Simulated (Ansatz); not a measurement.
## ZnCr3C: relaxing a made-up structure

Starting from a made-up structure for ZnCr3C, the aim is the relaxed cell, its shortest contacts and, where a second run follows, its electronic structure.

Calculated with Ansatz 0.2.0; DFT, PBEsol, plane-wave PAW, default files, scalar-relativistic, ferromagnetic start, cell and ions relaxed at zero pressure, in the first sound run; inputs show where later runs differ.

### Step 1. The starting structure

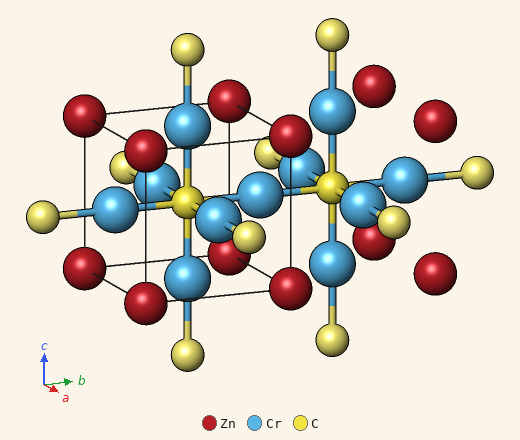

The cell as given, slightly off an axis (zinc red, chromium blue, carbon yellow). 1×2×1 cells are drawn. Some periodic images of atoms are drawn too.

### Step 2. Relaxation of the guess

The guessed cell has no reason to be at equilibrium. It is relaxed with the atoms, within the space group of the guess.

Input file input.yaml:

```yaml
crystal:
  lattice:
    - [3.886, 0.0, 0.0]
    - [0.0, 3.886, 0.0]
    - [0.0, 0.0, 3.886]
  atoms:
    - { symbol: Zn, position: [0.0, 0.0, 0.0] }
    - { symbol: Cr, position: [0.5, 0.0, 0.5], spin: 3.0 }
    - { symbol: Cr, position: [0.5, 0.5, 0.0], spin: 3.0 }
    - { symbol: Cr, position: [0.0, 0.5, 0.5], spin: 3.0 }
    - { symbol: C, position: [0.5, 0.5, 0.5] }
magnetization:
  spin_polarized: true
kpoints:
  mp_grid: { grid: [7, 7, 7] }
scf:
  occupations: { method: fermi_dirac, width: 0.05 }
hamiltonian:
  xc: pbesol
  pseudopotentials: { kind: paw }
relax:
  f_tol: 0.015
  max_steps: 70
  cell: {}
output:
  forces: true
  stress: true
```

Run with:

```
> ansatz run input.yaml --threads 4 --pin off --max-ram 8192MiB --backend cpu --events-out ev --progress --plain --runs-dir out
```

Numbers of over 12 decimals in the logs are rounded to 6 here.

The program printed:

```text
Engine: ansatz 0.2.0, aarch64-unknown-linux-gnu
Pseudopotentials: kind: paw
Pseudopotential: Zn, paw, valence charge 12, recommended cutoff 420 eV (normal), Zn.paw.azcp
Pseudopotential: Cr, paw, valence charge 14, recommended cutoff 420 eV (normal), Cr.paw.azcp
Pseudopotential: C, paw, valence charge 4, recommended cutoff 420 eV (normal), C.paw.azcp
Functional definition: PBEsol
  exchange = pbesol_x
  correlation = pbesol_c
Crystal: 5 atoms, lattice volume = 58.682 Å³
Basis set: ecut = 420 eV, 1189 PW (Γ), exchange–correlation on 54×54×54 points (8 copies of the dense FFT grid, shifted against one another)
Bands: 41, of which v1, the nominal top of the filled ones, is band 29 counted from 1 (28 counted from 0)
Symmetry: 48 space group operations
Space group: Pm-3m (ITA 221), of the structure as read, at distance tolerance 3.9e-5 Å
Magnetic group: BNS 221.92 (UNI 1594), of the structure as read, at distance tolerance 3.9e-5 Å
k-points: 20 of 343
Non-local potential: Zn, projectors of the file, l = 0: 2, l = 1: 2, l = 2: 3, l = 3: 1
Non-local potential: Cr, projectors of the file, l = 0: 3, l = 1: 2, l = 2: 3, l = 3: 1
Non-local potential: C, projectors of the file, l = 0: 2, l = 1: 2, l = 2: 1
PAW form: soft (Blöchl's): semilocal exchange-correlation on the pseudo side does not see the compensation charge
PAW frozen core: Zn, regenerated for the run's functional, and the local potential with it (the file was generated under x = pbe(κ = 0.804, μ = 0.219515), c = pbe(β = 0.066725))
PAW frozen core: Cr, regenerated for the run's functional, and the local potential with it (the file was generated under x = pbe(κ = 0.804, μ = 0.219515), c = pbe(β = 0.066725))
PAW frozen core: C, regenerated for the run's functional, and the local potential with it (the file was generated under x = pbe(κ = 0.804, μ = 0.219515), c = pbe(β = 0.066725))
PAW one-centre angular grid: Zn, 590 points (default); XC on 64 Gauss nodes
PAW one-centre angular grid: Cr, 590 points (default); XC on 64 Gauss nodes
PAW one-centre angular grid: C, 110 points (default); XC on 64 Gauss nodes
Initial density: superposition of atomic densities (chi_scale 0.1, normalization cell, long waves kept (reshape's long-wave potential 0.01 eV rms))
Starting moments: Σ|m| = 9 μB on 3 of 5 sites
Initial wavefunctions: pseudopotential atomic-orbital guess
Functional: x = pbesol(κ = 0.804, μ = 0.123457), c = pbesol(β = 0.046)
SCF iter   1: F=—  HF=-13579.956069 eV  |F-HF|=—  |Δ(HF+E_count)|=         —  Δρ=1.28e-1 (↑1.28e-1 ↓7.31e-2)  dr2=2.21e1  dr2_m=1.26e0  M=6.276 μB ∫|m|=6.634 μB  β_m=0.30  ethr=3.10e-3  ⟨swp⟩=5.9  Hψ=5417  notcnv=0
Mixer restart at iter 1: flushing history
preconditioner: auto → Kerker (q_TF=auto, 2.723 Å⁻¹)  [metal: Δε(μ)=0.022 eV  Ē_g=8.700 eV  σ=0.050 eV  W_gap=0.11  n_scr=18 (ndim 8)  ℏωp=28.3 eV  f_vac=0.000  D(μ)=5.71/eV (n_scr^D=80)]
spin=Collinear: Kerker preconditioning applied to the charge; magnetization (m = ρ↑ − ρ↓) channel mixes plain (no charge-response kernel on spin).
SCF iter   2: F=—  HF=-13575.605923 eV  |F-HF|=—  |Δ(HF+E_count)|=    4.35e0  Δρ=6.29e-2 (↑6.29e-2 ↓4.22e-2)  dr2=6.25e0  dr2_m=3.91e-1  M=6.307 μB ∫|m|=6.717 μB  β_m=0.44  ethr=3.10e-3  ⟨swp⟩=3.0  Hψ=3631  notcnv=0  defer=87
SCF iter   3: F=—  HF=-13574.013374 eV  |F-HF|=—  |Δ(HF+E_count)|=    1.59e0  Δρ=1.78e-2 (↑1.66e-2 ↓1.78e-2)  dr2=2.80e-1  dr2_m=6.07e-2  M=6.055 μB ∫|m|=6.527 μB  β_m=0.62  ethr=3.10e-3  ⟨swp⟩=2.5  Hψ=2961  notcnv=0  defer=86
SCF iter   4: F=—  HF=-13575.335132 eV  |F-HF|=—  |Δ(HF+E_count)|=         —  Δρ=9.15e-2 (↑9.15e-2 ↓7.74e-2)  dr2=2.54e-1  dr2_m=3.74e0  M=2.642 μB ∫|m|=2.901 μB  β_m=1.00  ethr=4.82e-4  ⟨swp⟩=2.9  Hψ=3150  notcnv=0  defer=81
Mixer restart at iter 4: flushing history
SCF iter   5: F=—  HF=-13574.515736 eV  |F-HF|=—  |Δ(HF+E_count)|=   8.19e-1  Δρ=2.21e-2 (↑2.21e-2 ↓1.13e-2)  dr2=4.05e-1  dr2_m=5.09e-2  M=3.084 μB ∫|m|=3.267 μB  β_m=0.62  ethr=8.62e-5  ⟨swp⟩=3.0  Hψ=3933  notcnv=0  defer=81
SCF iter   6: F=—  HF=-13574.491101 eV  |F-HF|=—  |Δ(HF+E_count)|=   2.46e-2  Δρ=1.98e-2 (↑1.98e-2 ↓1.43e-2)  dr2=1.18e-1  dr2_m=1.06e-1  M=2.390 μB ∫|m|=2.543 μB  β_m=0.49  ethr=8.62e-5  ⟨swp⟩=3.3  Hψ=4542  notcnv=0  defer=59
SCF iter   7: F=—  HF=-13574.411802 eV  |F-HF|=—  |Δ(HF+E_count)|=   7.93e-2  Δρ=9.25e-3 (↑9.00e-3 ↓9.25e-3)  dr2=5.87e-3  dr2_m=4.34e-2  M=2.414 μB ∫|m|=2.562 μB  β_m=0.46  ethr=8.62e-5  ⟨swp⟩=2.1  Hψ=3082  notcnv=0  defer=59
SCF iter   8: F=-13574.393632 eV  HF=-13574.429331 eV  |F-HF|=3.57e-2  |Δ(HF+E_count)|=   1.75e-2  Δρ=1.24e-2 (↑1.24e-2 ↓1.20e-2)  dr2=1.27e-2  dr2_m=7.36e-2  M=1.994 μB ∫|m|=2.118 μB  β_m=0.25  ethr=1.01e-5  ⟨swp⟩=2.0  Hψ=2722  notcnv=0  defer=59
SCF iter   9: F=-13574.412794 eV  HF=-13574.444221 eV  |F-HF|=3.14e-2  |Δ(HF+E_count)|=   1.49e-2  Δρ=1.69e-2 (↑1.69e-2 ↓1.56e-2)  dr2=6.70e-3  dr2_m=1.39e-1  M=1.493 μB ∫|m|=1.597 μB  β_m=0.33  ethr=1.01e-5  ⟨swp⟩=2.2  Hψ=2459  notcnv=0  defer=54
SCF iter  10: F=-13574.431486 eV  HF=-13574.452479 eV  |F-HF|=2.10e-2  |Δ(HF+E_count)|=   8.26e-3  Δρ=1.52e-2 (↑1.52e-2 ↓1.43e-2)  dr2=2.91e-3  dr2_m=1.15e-1  M=0.912 μB ∫|m|=0.986 μB  β_m=0.94  ethr=1.01e-5  ⟨swp⟩=2.0  Hψ=2663  notcnv=0  defer=54
SCF iter  11: F=-13574.445312 eV  HF=-13574.446290 eV  |F-HF|=9.77e-4  |Δ(HF+E_count)|=   6.19e-3  Δρ=3.69e-3 (↑3.69e-3 ↓3.32e-3)  dr2=1.03e-4  dr2_m=6.58e-3  M=0.244 μB ∫|m|=0.262 μB  β_m=0.97  ethr=5.02e-6  ⟨swp⟩=2.7  Hψ=3241  notcnv=0  defer=54
SCF iter  12: F=-13574.446118 eV  HF=-13574.446207 eV  |F-HF|=8.92e-5  |Δ(HF+E_count)|=   8.24e-5  Δρ=6.13e-4 (↑6.13e-4 ↓3.57e-4)  dr2=1.26e-4  dr2_m=8.99e-5  M=-0.009 μB ∫|m|=0.011 μB  β_m=0.98  ethr=1.77e-7  ⟨swp⟩=3.0  Hψ=3460  notcnv=0  defer=48
SCF iter  13: F=-13574.446195 eV  HF=-13574.446210 eV  |F-HF|=1.42e-5  |Δ(HF+E_count)|=   2.23e-6  Δρ=4.08e-4 (↑3.53e-4 ↓4.08e-4)  dr2=4.35e-6  dr2_m=7.66e-5  M=-0.020 μB ∫|m|=0.021 μB  β_m=0.97  ethr=1.77e-7  ⟨swp⟩=2.0  Hψ=2695  notcnv=0  defer=48
SCF iter  14: F=-13574.446196 eV  HF=-13574.446207 eV  |F-HF|=1.18e-5  |Δ(HF+E_count)|=   2.15e-6  Δρ=3.45e-4 (↑3.45e-4 ↓2.45e-4)  dr2=6.74e-6  dr2_m=4.59e-5  M=0.017 μB ∫|m|=0.018 μB  β_m=0.99  ethr=7.50e-9  ⟨swp⟩=3.0  Hψ=3006  notcnv=0  defer=48
SCF iter  15: F=-13574.446202 eV  HF=-13574.446204 eV  |F-HF|=2.14e-6  |Δ(HF+E_count)|=   3.25e-6  Δρ=1.47e-4 (↑1.47e-4 ↓1.16e-4)  dr2=9.40e-7  dr2_m=9.09e-6  M=0.008 μB ∫|m|=0.008 μB  β_m=0.97  ethr=7.50e-9  ⟨swp⟩=2.0  Hψ=2380  notcnv=0  defer=48
[...]
SCF iter  12: F=-13574.609709 eV  HF=-13574.609709 eV  |F-HF|=1.68e-8  |Δ(HF+E_count)|=   7.41e-8  Δρ=2.91e-6 (↑2.91e-6 ↓2.87e-6)  dr2=1.91e-8  dr2_m=5.53e-12  M=-0.000 μB ∫|m|=0.000 μB  ethr=1.64e-10  ⟨swp⟩=1.5  Hψ=4370  notcnv=0
the starting moments were not kept: the SCF closed with an absolute magnetisation of 6.4e-6 μB, where they sum to 9 μB in size (3 sites). That is at most 0.1 of that sum. Measured as dr2_m measures the in/out step, that magnetisation stands 8.7e-12 eV from none, at or under the dr2_threshold of 5.0e-7 eV: it is no larger than a step whose dr2_m would equal this threshold.
SCF 3 converged in 12 iterations: F = -13574.609709 eV  dr2 = 1.91e-8
relax step   3: F+E_penalty+E_count = -13574.60970870 eV  Δ(F+E_penalty+E_count) = -1.138e-2 eV  max|allowed force component| = 1.920e-29 eV/Å  Δτ_max = 0.0000 Å  P = +0.424 GPa  Ω = 54.972 Å³  energy of the carried Pulay correction = +4.445e-3 eV  (12 SCF iters, dr2 threshold 5.00e-7 eV, accepted)
[...]
relax step   4: F+E_penalty+E_count = -13574.60971353 eV  Δ(F+E_penalty+E_count) = -4.832e-6 eV  max|allowed force component| = 8.372e-29 eV/Å  Δτ_max = 0.0000 Å  P = -0.011 GPa  Ω = 55.071 Å³  energy of the carried Pulay correction = +4.322e-3 eV  (9 SCF iters, dr2 threshold 4.49e-7 eV, accepted)
[...]
relax step   5: F+E_penalty+E_count = -13574.60639139 eV  Δ(F+E_penalty+E_count) = +3.322e-3 eV  max|allowed force component| = 1.031e-28 eV/Å  Δτ_max = 0.0000 Å  P = -0.092 GPa  Ω = 55.071 Å³  stress off target by 9.20e-2 GPa  SCF on the basis re-selected at this cell (its energy is not comparable with the rows above)  (9 SCF iters)
[...]
relax step   6: F+E_penalty+E_count = -13574.60642353 eV  Δ(F+E_penalty+E_count) = -3.214e-5 eV  max|allowed force component| = 3.313e-28 eV/Å  Δτ_max = 0.0000 Å  P = -0.000 GPa  Ω = 55.050 Å³  energy of the carried Pulay correction = +2.611e-5 eV  (9 SCF iters, dr2 threshold 2.11e-8 eV, accepted)
iter 1 solved again at ethr=5.44e-8 eV; its pass at ethr=3.10e-3 eV (dr2=3.16e-5 eV) is discarded
SCF iter   1: F=—  HF=-13574.606425 eV  |F-HF|=—  |Δ(HF+E_count)|=         —  Δρ=3.41e-7 (↑3.40e-7 ↓3.41e-7)  dr2=2.92e-10  dr2_m=1.59e-12  M=-0.000 μB ∫|m|=0.000 μB  β_m=0.65  ethr=5.44e-8  ⟨swp⟩=3.0  Hψ=9683  notcnv=0
eigensolver tolerance schedule: the retry pair's looser diagonalisation over-reported the residual by 108024.01 of it (diagonalisation noise at an unbounded share of the residual, at the tolerance the schedule requests for it); recorded, not acted on — ethr = c·dr2/N_el stays at c = 1.0e-1
preconditioner: auto → none  [metal: Δε(μ)=0.065 eV  Ē_g=7.967 eV  σ=0.050 eV  W_gap=0.31  n_scr=6 (ndim 8)  ℏωp=29.2 eV  f_vac=0.000  D(μ)=5.72/eV (n_scr^D=80)]
SCF iter   2: F=—  HF=-13574.606424 eV  |F-HF|=—  |Δ(HF+E_count)|=   1.41e-6  Δρ=3.64e-7 (↑3.32e-7 ↓3.64e-7)  dr2=6.23e-10  dr2_m=4.68e-13  M=-0.000 μB ∫|m|=0.000 μB  β_m=0.30  ethr=1.00e-12  ⟨swp⟩=3.1  Hψ=3985  notcnv=0
SCF iter   3: F=—  HF=-13574.606424 eV  |F-HF|=—  |Δ(HF+E_count)|=  2.13e-10  Δρ=2.14e-7 (↑1.99e-7 ↓2.14e-7)  dr2=1.25e-10  dr2_m=5.22e-13  M=-0.000 μB ∫|m|=0.000 μB  β_m=0.65  ethr=1.00e-12  ⟨swp⟩=2.0  Hψ=2016  notcnv=0
SCF iter   4: F=—  HF=-13574.606424 eV  |F-HF|=—  |Δ(HF+E_count)|=  3.04e-10  Δρ=8.84e-8 (↑8.84e-8 ↓7.52e-8)  dr2=6.62e-12  dr2_m=2.57e-13  M=-0.000 μB ∫|m|=0.000 μB  β_m=0.66  ethr=1.00e-12  ⟨swp⟩=2.0  Hψ=1890  notcnv=0
SCF iter   5: F=—  HF=-13574.606424 eV  |F-HF|=—  |Δ(HF+E_count)|=  6.55e-11  Δρ=1.43e-7 (↑1.26e-7 ↓1.43e-7)  dr2=4.02e-11  dr2_m=9.52e-14  M=-0.000 μB ∫|m|=0.000 μB  β_m=0.62  ethr=1.00e-12  ⟨swp⟩=1.0  Hψ=1640  notcnv=0  recentre
SCF iter   6: F=—  HF=-13574.606424 eV  |F-HF|=—  |Δ(HF+E_count)|=  6.91e-11  Δρ=5.74e-8 (↑5.74e-8 ↓5.12e-8)  dr2=4.16e-12  dr2_m=3.46e-14  M=-0.000 μB ∫|m|=0.000 μB  β_m=0.51  ethr=1.00e-12  ⟨swp⟩=1.8  Hψ=1676  notcnv=0
SCF iter   7: F=-13574.606424 eV  HF=-13574.606424 eV  |F-HF|=0.00e0  |Δ(HF+E_count)|=  1.82e-11  Δρ=4.83e-8 (↑4.59e-8 ↓4.83e-8)  dr2=5.84e-12  dr2_m=1.46e-15  M=-0.000 μB ∫|m|=0.000 μB  ethr=1.00e-12  ⟨swp⟩=2.1  Hψ=4112  notcnv=0
the starting moments were not kept: the SCF closed with an absolute magnetisation of 1.7e-7 μB, where they sum to 9 μB in size (3 sites). That is at most 0.1 of that sum. Measured as dr2_m measures the in/out step, that magnetisation stands 9.4e-15 eV from none, at or under the dr2_threshold of 5.0e-11 eV: it is no larger than a step whose dr2_m would equal this threshold.
SCF 7 converged in 7 iterations: F = -13574.606424 eV  dr2 = 5.84e-12
relax step   7: F+E_penalty+E_count = -13574.60642354 eV  Δ(F+E_penalty+E_count) = -3.442e-9 eV  max|allowed force component| = 1.115e-28 eV/Å  Δτ_max = 0.0000 Å  P = -0.001 GPa  Ω = 55.050 Å³  stress off target by 7.37e-4 GPa  SCF on the basis re-selected at this cell (its energy is not comparable with the rows above)  (7 SCF iters)
basis re-selected at this cell: Δ(F+E_penalty+E_count) = -3.442e-9 eV, ΔP = -0.001 GPa vs the last step (what re-selecting the basis moved, of the pressure what is left beyond the Pulay correction that the steps carried, after the strain that the cell walked since its last selection, with what the two solves' SCF thresholds leave and, on support functions, any second-order correction that the steps lacked; it is no m [...]
SCF converged after 7 iterations
Magnetization: -0.0000 μB (29.0000 up, 29.0000 down)
Absolute magnetization: 0.0000 μB (∫|ρ↑−ρ↓|, with the PAW one-centre terms)
Spin contamination: 0.0000 ħ² per cell (⟨S²⟩ above its minimum at these occupations)
Per-site moments (μB) at R_I (Å): [(3.4724969918945236e-10, 1.109589), (-4.339198891451632e-8, 0.784598), (-4.3391988519914585e-8, 0.784598), (-4.3391988612860384e-8, 0.784598), (3.390847831613745e-9, 0.784598)]
Free energy (F): -13574.606424 eV
Harris-Foulkes:  -13574.606424 eV  (|F-HF|=0.00e0)
Internal energy: -13574.558644 eV  (E = F + TS)
E sigma→0 (E₀):  -13574.582534 eV
Entropy (-TS):   -0.047780 eV (-9.556 meV/atom)
Fermi energy:    16.235698 eV
--- Per-component energies (eV) ---
  E_band       = -411.650898
  E_kinetic    = 1255.481627
  E_local      = -5399.169284  (includes V_loc(G=0)·N_el)
  E_nonlocal   = 877.642132
  E_hartree    = 2306.725993
  E_xc         = -603.610143
  E_vxc        = -650.315180  (∫ρ·V_xc dr)
  E_paw        = -5381.589662  (= ΣΔE_a)
  E_vpaw       = -1108.743226  (= ΣTr[D̂ρ^β])
  E_aug_tail   = 0.000916  (compensation charges beyond the density's cutoff)
  E_ewald      = -6631.338677
  E_core_change = 1.298454  (= ΣΔE_core)
  E_smearing   = -0.047780  (= −TS)
  E_closure    = -0.000000  (closes the sum)
  Σ components = -13574.606424   (vs F -13574.606424, Δ=0.00e0)
--- Forces (eV/Å), atoms counted from 1 ---
  atom   1  Zn    -0.00000000     0.00000000    -0.00000000
  atom   2  Cr     0.00000000    -0.00000000    -0.00000000
  atom   3  Cr     0.00000000     0.00000000    -0.00000000
  atom   4  Cr    -0.00000000     0.00000000     0.00000000
  atom   5  C      0.00000000    -0.00000000    -0.00000000
  max |Σ_I F_I| component: 1.68e-28 eV/Å
--- Stress (GPa, compression-positive) ---
       -0.000737      -0.000000      -0.000000
       -0.000000      -0.000737       0.000000
       -0.000000       0.000000      -0.000737
  P = ⅓ Tr σ = -0.0007 GPa (-0.007 kbar)
--- Relaxed structure (5 steps of the walk, 5 accepted, 2 SCFs on fresh bases) ---
  F+E_penalty+E_count = -13574.60642354 eV   max|allowed force component| = 1.115e-28 eV/Å   (the final SCF, on the basis selected at the relaxed cell)
  cell:  # Å, volume = 55.0502 Å³
    - [3.804110, 0, 0]
    - [0, 3.804110, 0]
    - [0, 0, 3.804110]
  atoms:
    - { symbol: Zn, position: [0, 0, 0] }
    - { symbol: Cr, position: [0.500000, 0, 0.500000] }
    - { symbol: Cr, position: [0.500000, 0.500000, 0] }
    - { symbol: Cr, position: [0, 0.500000, 0.500000] }
    - { symbol: C, position: [0.500000, 0.500000, 0.500000] }
```

Run time: 18 s. Hardware: 4 threads of Arm Neoverse V1, shared host; peak memory 0.44 GiB; 64 s of CPU time.

The steps of the relaxation:

| step | energy less that of the first step (eV) | largest force component (eV/Å) | pressure (GPa) | volume (Å³) |
| --- | --- | --- | --- | --- |
| 1 | 0.0000 | 0.0000 | -13.35 | 58.68 |
| 2 | -0.1521 | 0.0000 | -3.69 | 55.95 |
| 3 | -0.1635 | 0.0000 | 0.42 | 54.97 |
| 4 | -0.1635 | 0.0000 | -0.01 | 55.07 |
| 5* | -0.1602 | 0.0000 | -0.09 | 55.07 |
| 6 | -0.1602 | 0.0000 | 0.00 | 55.05 |
| 7* | -0.1602 | 0.0000 | 0.00 | 55.05 |

Relaxation steps marked * repeat the geometry before them on a plane-wave basis chosen anew for their cell, so energy and pressure can jump there.

Forces are held to the 48 operations that the run works with; a distortion that breaks them can't arise in this run.

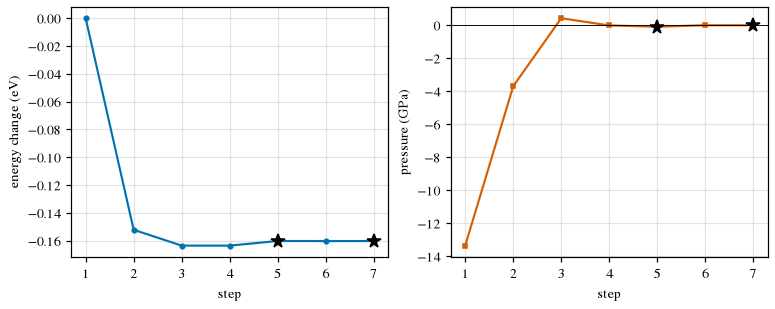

Energy and pressure along the relaxation. Stars mark steps on a basis chosen anew.

| conventional cell, symmetrised | before | after | change |
| --- | --- | --- | --- |
| a (Å) | 3.886 | 3.804 | -2.1 % |
| b (Å) | 3.886 | 3.804 | -2.1 % |
| c (Å) | 3.886 | 3.804 | -2.1 % |
| volume (Å³/atom) | 11.74 | 11.01 | -6.2 % |

This step gave:

```yaml
free_energy: -13574.6064 eV
energy_at_zero_smearing: -13574.5825 eV
smearing_term_ts: 0.04778 eV
fermi_energy: 16.24 eV
electrons: 58
symmetry_operations: 48
pressure: -7.37e-4 GPa
```

Shortest distances by pair of elements, guess and relaxed (not always the same contact):

| pair | guess (Å) | relaxed (Å) |
| --- | --- | --- |
| C–Cr | 1.943 | 1.902 |
| Cr–Zn | 2.748 | 2.690 |
| Cr–Cr | 2.748 | 2.690 |
| C–Zn | 3.365 | 3.294 |
| Zn–Zn | 3.886 | 3.804 |

The relaxation ends with a pressure of 0.00 GPa. No moment survives the cycle: this start ends non-magnetic.

(Part 1 of 2 ends here.)

[Logs are printed without paths, hosts, clocks, repeated set-up lines and the standing remarks that a program may print on its own settings, such as how far it seeks lower states.]

[Hosts, paths, dates, database ids (printed as entryN), source tags and the programs' standing remarks are cut or masked in the printed files.]
